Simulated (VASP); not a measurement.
# A VASP study of NaB3 (revPBE + D3): structure first, properties next, part 3 of 6

Aim: relax NaB3, then compute properties on the relaxed cell. The cell is generated by rule, not measured, and may not be a known phase.

VASP 6.6.1; revPBE with D3; plane waves and PAW (Na_pv, B); invented cell.

So far. Step 3 (Relaxing cell and atoms (revPBE + D3)): It ends with a largest force of 0.008 eV/Å and a pressure of 0.04 GPa. Step 4 (Single point with fields (revPBE + D3)): In this run the pressure is 0.03 GPa, small enough to go on.

### 5. Band structure (revPBE + D3)

The mesh alone shows little of the dispersion and can miss band extrema, so KPOINTS_OPT adds a path through the symmetry points after the self-consistent cycle.

The input, INCAR:

```
SYSTEM = NaB3
PREC = Accurate
ENCUT = 420
EDIFF = 1E-06
NELM = 100
ISMEAR = 0
SIGMA = 0.05
LREAL = .FALSE.
ALGO = Normal
GGA = RE
IVDW = 11
NBANDS = 22
LORBIT = 11
LWAVE = .FALSE.
LCHARG = .FALSE.
KPAR = 2
```

The input, POSCAR:

```
NaB3
1.0
    3.4422792487      0.0000000000      0.0000000000
   -1.7211396193      2.9811012695      0.0000000000
    0.0000000000      0.0000000000      4.8980075923
Na B
1 3
Direct
    0.0000000000      0.0000000000      0.5000000000
    0.8329582268      0.1670417732      0.0000000000
    0.8329582268      0.6659164546      0.0000000000
    0.3340835454      0.1670417732      0.0000000000
```

The input, KPOINTS:

```
Automatic mesh
0
Gamma
8 8 5
0 0 0
```

The input, KPOINTS_OPT:

```
Line mode
16
Line-mode
Reciprocal
  0.00000000   0.00000000   0.00000000 GAMMA
  0.50000000   0.00000000   0.00000000 M

  0.50000000   0.00000000   0.00000000 M
  0.33333333   0.33333333   0.00000000 K

  0.33333333   0.33333333   0.00000000 K
  0.00000000   0.00000000   0.00000000 GAMMA

  0.00000000   0.00000000   0.00000000 GAMMA
  0.00000000   0.00000000   0.50000000 A

  0.00000000   0.00000000   0.50000000 A
  0.50000000   0.00000000   0.50000000 L

  0.50000000   0.00000000   0.50000000 L
  0.33333333   0.33333333   0.50000000 H

  0.33333333   0.33333333   0.50000000 H
  0.00000000   0.00000000   0.50000000 A

  0.50000000   0.00000000   0.50000000 L
  0.50000000   0.00000000   0.00000000 M

  0.33333333   0.33333333   0.00000000 K
  0.33333333   0.33333333   0.50000000 H
```

Potentials, in the order of the species: Na_pv and B (PBE family, release 64).

On the command line:

```sh
$ mpirun -np 2 vasp_std
```

Log:

```text
[... set-up lines as in an earlier step ...]
 entering main loop
       N       E                     dE             d eps       ncg     rms          rms(c)
DAV:   1     0.808535366603E+02    0.80854E+02   -0.60762E+03  1334   0.609E+02
DAV:   2    -0.161498986122E+02   -0.97003E+02   -0.87601E+02  1434   0.207E+02
DAV:   3    -0.214773378171E+02   -0.53274E+01   -0.52396E+01  1690   0.440E+01
DAV:   4    -0.215324337750E+02   -0.55096E-01   -0.55060E-01  1582   0.448E+00
DAV:   5    -0.215329234171E+02   -0.48964E-03   -0.48962E-03  1668   0.438E-01    0.583E+00
DAV:   6    -0.193886686900E+02    0.21443E+01   -0.51636E-01  1656   0.482E+00    0.300E+00
DAV:   7    -0.187122164289E+02    0.67645E+00   -0.75433E-01  1824   0.471E+00    0.756E-01
DAV:   8    -0.187182333011E+02   -0.60169E-02   -0.75388E-02  1544   0.130E+00    0.307E-01
DAV:   9    -0.187199704129E+02   -0.17371E-02   -0.55249E-03  1584   0.406E-01    0.959E-02
DAV:  10    -0.187200885696E+02   -0.11816E-03   -0.30615E-04  1720   0.135E-01    0.461E-02
DAV:  11    -0.187202951500E+02   -0.20658E-03   -0.24128E-04  1434   0.741E-02    0.988E-03
DAV:  12    -0.187203108111E+02   -0.15661E-04   -0.21652E-05  1620   0.243E-02    0.295E-03
DAV:  13    -0.187203133650E+02   -0.25539E-05   -0.19602E-06  1530   0.665E-03    0.131E-03
DAV:  14    -0.187203137345E+02   -0.36953E-06   -0.71142E-07  1468   0.400E-03
   1 F= -.19392702E+02 E0= -.19392323E+02  d E =-.758173E-03
 Start KPOINTS_OPT (optional k-point list driver)
k-point batch [1-30\144]
       N       E                     dE             ncg
DAV:   1    -0.157751683800E+04   -0.13421E+05     1340
DAV:   2    -0.436040561442E+04   -0.27829E+04     1466
DAV:   3    -0.451290678655E+04   -0.15250E+03     1622
DAV:   4    -0.451424245024E+04   -0.13357E+01     1640
DAV:   5    -0.451425383876E+04   -0.11389E-01     1574
DAV:   6    -0.451425402119E+04   -0.18243E-03     1724
DAV:   7    -0.451425402486E+04   -0.36723E-05     1520
DAV:   8    -0.451425402503E+04   -0.17346E-06     1350
[...]
k-point batch [121-144\144]
       N       E                     dE             ncg
DAV:   1     0.178315295471E+04   -0.14656E+05     1084
DAV:   2    -0.417737124017E+03   -0.22009E+04     1140
DAV:   3    -0.539549354329E+03   -0.12181E+03     1346
DAV:   4    -0.540675983714E+03   -0.11266E+01     1266
DAV:   5    -0.540685045538E+03   -0.90618E-02     1304
DAV:   6    -0.540685188292E+03   -0.14275E-03     1310
DAV:   7    -0.540685191088E+03   -0.27956E-05     1274
DAV:   8    -0.540685191197E+03   -0.10862E-06      988
```

Elapsed: 32 s, on 2 MPI ranks of Intel Xeon 6975P-C (Granite Rapids), shared host; peak memory 0.34 GiB.

From OUTCAR (step 5):

```text
   k-points           NKPTS =     30   k-points in BZ     NKDIM =     30   number of bands    NBANDS=     22

   NELECT =      16.0000    total number of electrons

 E-fermi :   3.0709

 k-point     1 :       0.0000    0.0000    0.0000
  band No.  band energies     occupation
    ...
      4      -9.3038      2.00000
      5      -2.9805      2.00000
      6      -1.5020      2.00000
      7       2.5003      2.00000
      8       2.5003      2.00000
      9       3.2248      0.00001
     10       7.4609      0.00000
     11       7.4609      0.00000
     12      10.3599      0.00000
     13      10.3599      0.00000
    ...

 Edisp (eV)   -0.67239

  Total       0.01266     0.01266     0.00430     0.00000    -0.00000     0.00000
  in kB       0.40360     0.40360     0.13722     0.00000    -0.00000     0.00000
  external pressure =        0.31 kB  Pullay stress =        0.00 kB

 POSITION                                       TOTAL-FORCE (eV/Angst)
 -----------------------------------------------------------------------------------
      0.00000      0.00000      2.44900         0.000000     -0.000000     -0.000000
      2.57977      0.49797      0.00000         0.006958     -0.004017     -0.000000
      1.72114      1.98516      0.00000         0.000000      0.008034      0.000000
      0.86251      0.49797      0.00000        -0.006958     -0.004017     -0.000000
 -----------------------------------------------------------------------------------
    total drift:                                0.000000     -0.000000     -0.000000

  FREE ENERGIE OF THE ION-ELECTRON SYSTEM (eV)
  ---------------------------------------------------
  free  energy   TOTEN  =       -19.3927016182 eV

  energy  without entropy=      -19.3919434447  energy(sigma->0) =      -19.39232253

[... 8 parts as in an earlier step ...]

[... 8 further parts left out ...]
```

This step gave:

```yaml
scf_cycles: 14
bands: 22
pressure: 0.03148 GPa
```

Electronic bands along the path, in eV, zero at the Fermi level; # counts the bands kept, so #1 is VASP's band 5:

```
    point     #1     #2     #3     #4     #5    #6    #7    #8
        Γ  -6.05  -4.57  -0.57  -0.57   0.15  4.39  4.39  7.29
        M  -8.98  -3.64  -1.74  -1.35   0.24  3.54  4.62  5.96
        K  -9.20  -5.85  -0.49  -0.42   2.72  2.90  3.51  4.84
        Γ  -6.05  -4.57  -0.57  -0.57   0.15  4.39  4.39  7.29
        A  -6.03  -5.56  -0.56  -0.56   3.12  4.43  4.43  6.64
        L  -8.92  -3.59  -2.42  -1.33  -0.66  5.62  5.94  7.00
        H  -9.16  -5.79  -1.15  -1.02   2.00  2.91  3.02  7.58
        A  -6.03  -5.56  -0.56  -0.56   3.12  4.43  4.43  6.64
jump to L  -8.92  -3.59  -2.42  -1.33  -0.66  5.62  5.94  7.00
        M  -8.98  -3.64  -1.74  -1.35   0.24  3.54  4.62  5.96
jump to K  -9.20  -5.85  -0.49  -0.42   2.72  2.90  3.51  4.84
        H  -9.16  -5.79  -1.15  -1.02   2.00  2.91  3.02  7.58
```

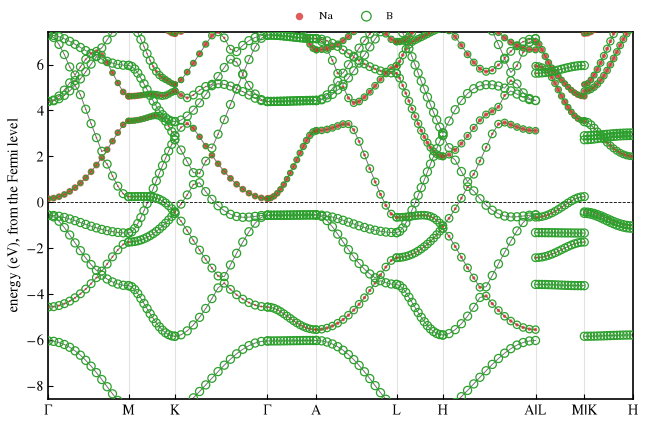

Electronic bands along the path; dots are coloured as in the legend, and their area grows with the weight.

There is no gap at this level.

Of the bands kept, 2 cross the Fermi level on this path.

### 6. Density of states (revPBE + D3)

A density of states needs more k-points than a total energy; ISMEAR = -5 takes tetrahedra, and LORBIT projects the states on the PAW spheres. The mesh is finer than in the run before.

Changes to INCAR since step 5:

```diff
@@ -5,3 +5,3 @@
 NELM = 100
-ISMEAR = 0
+ISMEAR = -5
 SIGMA = 0.05
@@ -16 +16,2 @@
 KPAR = 2
+NEDOS = 2001
```

POSCAR is that of step 5.

The input, KPOINTS:

```
Automatic mesh
0
Gamma
11 11 7
0 0 0
```

On the command line:

```sh
$ mpirun -np 2 vasp_std
```

Log:

```text
[... set-up lines as in an earlier step ...]
 entering main loop
       N       E                     dE             d eps       ncg     rms          rms(c)
DAV:   1     0.796375667741E+02    0.79638E+02   -0.62040E+03  2862   0.622E+02
DAV:   2    -0.164538574966E+02   -0.96091E+02   -0.86925E+02  3078   0.209E+02
DAV:   3    -0.214844840054E+02   -0.50306E+01   -0.49703E+01  3524   0.432E+01
DAV:   4    -0.215326125191E+02   -0.48129E-01   -0.48201E-01  3406   0.429E+00
DAV:   5    -0.215330699697E+02   -0.45745E-03   -0.45837E-03  3526   0.429E-01    0.598E+00
DAV:   6    -0.193369226372E+02    0.21961E+01   -0.52807E-01  3556   0.491E+00    0.313E+00
DAV:   7    -0.187117989330E+02    0.62512E+00   -0.80176E-01  3836   0.503E+00    0.940E-01
DAV:   8    -0.187207814728E+02   -0.89825E-02   -0.12800E-01  3358   0.229E+00    0.604E-01
DAV:   9    -0.187027452564E+02    0.18036E-01   -0.12558E-02  3518   0.869E-01    0.163E-01
DAV:  10    -0.187024513699E+02    0.29389E-03   -0.35441E-03  3746   0.327E-01    0.501E-02
DAV:  11    -0.187028189275E+02   -0.36756E-03   -0.54852E-04  3134   0.116E-01    0.303E-02
DAV:  12    -0.187030462441E+02   -0.22732E-03   -0.87218E-05  3514   0.521E-02    0.567E-03
DAV:  13    -0.187031004880E+02   -0.54244E-04   -0.19488E-05  3314   0.186E-02    0.289E-03
DAV:  14    -0.187030927908E+02    0.76972E-05   -0.14181E-06  3304   0.554E-03    0.611E-04
DAV:  15    -0.187030922356E+02    0.55514E-06   -0.58690E-08  2658   0.117E-03
   1 F= -.19375480E+02 E0= -.19375480E+02  d E =0.000000E+00
 -----------------------------------------------------------------------------
|                                                                             |
|           W    W    AA    RRRRR   N    N  II  N    N   GGGG   !!!           |
|           W    W   A  A   R    R  NN   N  II  NN   N  G    G  !!!           |
|           W    W  A    A  R    R  N N  N  II  N N  N  G       !!!           |
|           W WW W  AAAAAA  RRRRR   N  N N  II  N  N N  G  GGG   !            |
|           WW  WW  A    A  R   R   N   NN  II  N   NN  G    G                |
|           W    W  A    A  R    R  N    N  II  N    N   GGGG   !!!           |
|                                                                             |
|     Tetrahedron method does not include variations of the Fermi             |
|     occupations, so forces and stress will be inaccurate. We suggest        |
|     using a different smearing scheme ISMEAR = 1 or 2 for metals in         |
|     relaxations.                                                            |
|                                                                             |
 -----------------------------------------------------------------------------
```

Elapsed: 21 s, on 2 MPI ranks; peak memory 0.35 GiB.

From OUTCAR (step 6):

```text
   k-points           NKPTS =     64   k-points in BZ     NKDIM =     64   number of bands    NBANDS=     22

   NELECT =      16.0000    total number of electrons

 E-fermi :   3.2853

 k-point     1 :       0.0000    0.0000    0.0000
  band No.  band energies     occupation
    ...
      4      -9.3633      2.00000
      5      -3.0493      2.00000
      6      -1.5229      2.00000
      7       2.4176      2.00000
      8       2.4176      2.00000
      9       3.2630      0.01734
     10       7.4081      0.00000
     11       7.4081      0.00000
     12      10.3280      0.00000
     13      10.3280      0.00000
    ...

 Edisp (eV)   -0.67239

  Total      -0.32328    -0.32328     0.12518    -0.00000    -0.00000     0.00000
  in kB     -10.30484   -10.30484     3.99033    -0.00000    -0.00000     0.00000
  external pressure =       -5.54 kB  Pullay stress =        0.00 kB

 POSITION                                       TOTAL-FORCE (eV/Angst)
 -----------------------------------------------------------------------------------
      0.00000      0.00000      2.44900        -0.000000     -0.000000     -0.000000
      2.57977      0.49797      0.00000         0.033940     -0.019595      0.000000
      1.72114      1.98516      0.00000         0.000000      0.039191     -0.000000
      0.86251      0.49797      0.00000        -0.033940     -0.019595      0.000000
 -----------------------------------------------------------------------------------
    total drift:                                0.000000     -0.000000     -0.000000

  FREE ENERGIE OF THE ION-ELECTRON SYSTEM (eV)
  ---------------------------------------------------
  free  energy   TOTEN  =       -19.3754801193 eV

  energy  without entropy=      -19.3754801193  energy(sigma->0) =      -19.37548012

[... 6 parts as in an earlier step ...]

[... 10 further parts left out ...]
```

With tetrahedra the forces and stress of a metal are not exact derivatives of the energy.

Numbers from this step:

| Item | Value |
| --- | --- |
| SCF cycles | 15 |
| irreducible k-points | 64 |
| free energy (TOTEN) | -19.38 eV |
| Fermi energy | 3.285 eV |
| pressure | -0.5540 GPa |
| DOS at the Fermi level | 1.209 states/eV/cell |

The density of states has structure finer than the step of the table below, so its rows give means over 1 eV, whole bins alone (the curve runs from -12.0 to 8.00 eV). Peaks (eV: height): total -9.1: 2.12, -1.0: 3.04, 3.0: 1.82, 4.5: 2.10, 5.0: 3.77, 5.6: 3.22, 6.5: 3.02; B p -9.1: 0.652, -6.4: 0.559, -4.1: 0.685, -1.0: 1.63, 5.0: 1.09, 5.6: 1.05, 6.5: 1.13; B s -10.4: 0.696, -10.3: 0.682, -9.1: 0.833, -1.0: 0.355, 4.5: 0.468, 5.0: 0.791, 5.5: 0.379.

States under -12.0 eV and over 8.0 eV are left out. Table of density of states by energy, zero at the Fermi level; means over each step; values in states/eV/cell:

```
energy (eV)  total     B p     B s
        -11  0.780  0.0855   0.429
        -10  0.529  0.0867   0.276
         -9  0.834   0.272   0.320
         -8  0.611   0.279   0.179
         -7  0.496   0.324  0.0703
         -6  0.300   0.141  0.0361
         -5  0.837   0.320  0.0664
         -4   1.13   0.502  0.0561
         -3   1.02   0.428  0.0282
         -2  0.717   0.308  0.0229
         -1   1.46   0.703   0.187
          0  0.990   0.403  0.0426
          1  0.871   0.287  0.0296
          2  0.665   0.156  0.0142
          3   1.13   0.234  0.0149
          4   1.20   0.327   0.118
          5   2.00   0.613   0.277
          6   1.93   0.654   0.160
          7   1.47   0.515   0.103
```

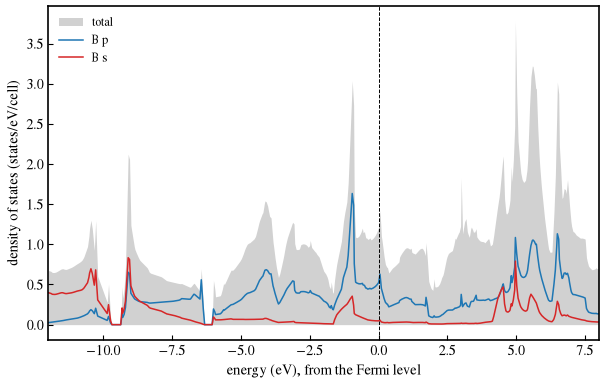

Density of states against energy.

The finer mesh and the other smearing move the Fermi level by +0.21 eV from the 8×8×5 run, one measure of the sampling error in the zero of the bands above. Of the states within 0.3 eV of the Fermi level, the largest shares in the PAW spheres are B p 41 %. The rest lies in smaller channels or between the spheres.

### 7. Volume scan with revPBE + D3

An equation of state needs energies on both sides of the minimum, all on one mesh and cutoff.

The input, INCAR:

```
SYSTEM = NaB3
PREC = Accurate
ENCUT = 420
EDIFF = 1E-06
NELM = 100
ISMEAR = 0
SIGMA = 0.05
LREAL = .FALSE.
ALGO = Normal
GGA = RE
IVDW = 11
NBANDS = 14
LORBIT = 11
LWAVE = .FALSE.
LCHARG = .FALSE.
KPAR = 2
ISIF = 2
```

The input, POSCAR:

```
NaB3
1.0
    3.3720089343      0.0000000000      0.0000000000
   -1.6860044622      2.9202453923      0.0000000000
    0.0000000000      0.0000000000      4.7980201978
Na B
1 3
Direct
    0.0000000000      0.0000000000      0.5000000000
    0.8329582268      0.1670417732      0.0000000000
    0.8329582268      0.6659164546      0.0000000000
    0.3340835454      0.1670417732      0.0000000000
```

The input, KPOINTS:

```
Automatic mesh
0
Gamma
8 8 5
0 0 0
```

On the command line:

```sh
$ mpirun -np 2 vasp_std
```

Log:

```text
[... set-up lines as in an earlier step ...]
 entering main loop
       N       E                     dE             d eps       ncg     rms          rms(c)
DAV:   1     0.638227348830E+02    0.63823E+02   -0.70949E+03   846   0.101E+03
DAV:   2    -0.176388219137E+02   -0.81462E+02   -0.74301E+02   936   0.252E+02
DAV:   3    -0.217251555658E+02   -0.40863E+01   -0.39689E+01  1116   0.556E+01
DAV:   4    -0.217837134910E+02   -0.58558E-01   -0.58517E-01   918   0.675E+00
DAV:   5    -0.217846865163E+02   -0.97303E-03   -0.97295E-03  1116   0.858E-01    0.626E+00
DAV:   6    -0.193752009487E+02    0.24095E+01   -0.15223E+00  1044   0.860E+00    0.322E+00
DAV:   7    -0.186189893332E+02    0.75621E+00   -0.17147E+00  1082   0.791E+00    0.806E-01
DAV:   8    -0.186262343108E+02   -0.72450E-02   -0.10549E-01   912   0.212E+00    0.321E-01
DAV:   9    -0.186278507302E+02   -0.16164E-02   -0.66156E-03   954   0.654E-01    0.871E-02
DAV:  10    -0.186281042140E+02   -0.25348E-03   -0.61108E-04  1008   0.268E-01    0.486E-02
DAV:  11    -0.186282602434E+02   -0.15603E-03   -0.20073E-04   918   0.105E-01    0.828E-03
DAV:  12    -0.186282757257E+02   -0.15482E-04   -0.57851E-05   942   0.507E-02    0.484E-03
DAV:  13    -0.186282759599E+02   -0.23414E-06   -0.31347E-06  1062   0.158E-02
   1 F= -.19329148E+02 E0= -.19328474E+02  d E =-.134792E-02
```

It took 7.2 s on 2 MPI ranks; peak memory 0.29 GiB.

From OUTCAR (step 7):

```text
   ENCUT  =  420.0 eV  30.87 Ry    5.56 a.u.   5.63  5.63  8.02*2*pi/ulx,y,z

   NELECT =      16.0000    total number of electrons

 E-fermi :   3.4244

 k-point     1 :       0.0000    0.0000    0.0000
  band No.  band energies     occupation
    ...
      4      -9.2478      2.00000
      5      -2.8328      2.00000
      6      -1.3768      2.00000
      7       2.8662      2.00000
      8       2.8662      2.00000
      9       3.6044      0.00000
     10       8.3723      0.00000
     11       8.3723      0.00000
     12      11.0860      0.00000
     13      11.0860      0.00000
    ...

 Edisp (eV)   -0.70087

  Total       2.55531     2.55531     0.78576     0.00000     0.00000     0.00000
  in kB      86.65320    86.65320    26.64573     0.00000     0.00000     0.00000
  external pressure =       66.65 kB  Pullay stress =        0.00 kB

 POSITION                                       TOTAL-FORCE (eV/Angst)
 -----------------------------------------------------------------------------------
      0.00000      0.00000      2.39901         0.000000      0.000000     -0.000000
      2.52711      0.48780      0.00000        -0.012203      0.007045      0.000000
      1.68600      1.94464      0.00000        -0.000000     -0.014091     -0.000000
      0.84490      0.48780      0.00000         0.012203      0.007045      0.000000
 -----------------------------------------------------------------------------------
    total drift:                                0.000000     -0.000000     -0.000000

  FREE ENERGIE OF THE ION-ELECTRON SYSTEM (eV)
  ---------------------------------------------------
  free  energy   TOTEN  =       -19.3291478577 eV

  energy  without entropy=      -19.3277999405  energy(sigma->0) =      -19.32847390

[... 3 parts as in an earlier step ...]

[... 13 further parts left out ...]
```

The scan keeps the cell's shape and the fractional positions fixed.

This step gave:

```yaml
scf_cycles: 13
bands: 14
irreducible_k_points: 30
free_energy_toten: -19.33 eV
energy_at_zero_smearing: -19.33 eV
fermi_energy: 3.424 eV
pressure: 6.665 GPa
```

The pressure here is 6.67 GPa.

(Part 3 of 6 ends here.)

[Lines on the potential files, build, host, timing and source positions are cut from VASP's logs without a mark.]

[Logs are printed without paths, hosts, clocks, repeated set-up lines and the standing remarks that a program may print on its own settings, such as how far it seeks lower states.]

[Hosts, paths, dates, database ids (printed as entryN), source tags and the programs' standing remarks are cut or masked in the printed files.]

[A measured line is paired with the nearest computed mode of its activity, which favours agreement.]

[In band tables of VASP the shares of atoms and orbitals are scaled to a sum of 1 inside the atoms' spheres.]
